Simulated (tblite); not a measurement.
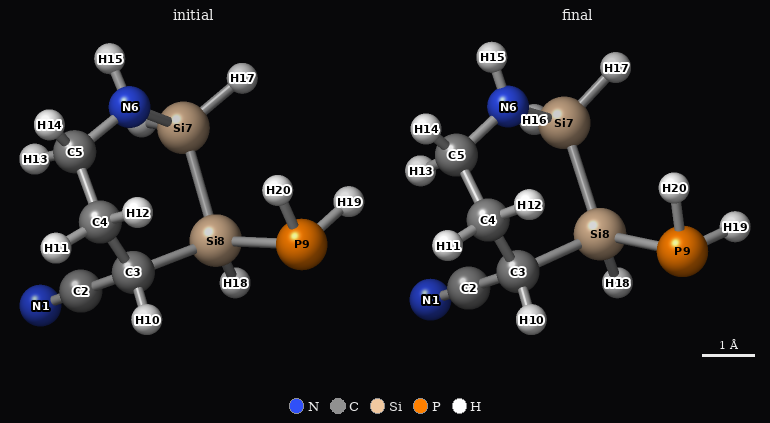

The structure of C4H11N2PSi2 before (left) and after (right) a relaxation, at one scale.

A ball-and-stick model, seen face on.

Method: tblite, GFN2-xTB geometry optimisation, gas phase. 

Describe what moved and what it gained.

Over 90 geometry steps the energy falls by 8.68 kcal/mol. H19 moves most after the best rigid fit: 0.49 Å. By element the largest moves are H 0.49 Å, P 0.18 Å, N 0.15 Å, Si 0.13 Å, C 0.12 Å. Some distances before and after: C2–C3 1.493 → 1.425 Å, P9–H19 1.419 → 1.382 Å, C3–Si8 1.905 → 1.942 Å, Si8–P9 2.233 → 2.254 Å. Among the angles between lasting bonds that change: N6–Si7–H16 106.2° → 116.0°, Si7–N6–H15 107.7° → 116.7°, Si7–Si8–P9 111.7° → 120.7°.
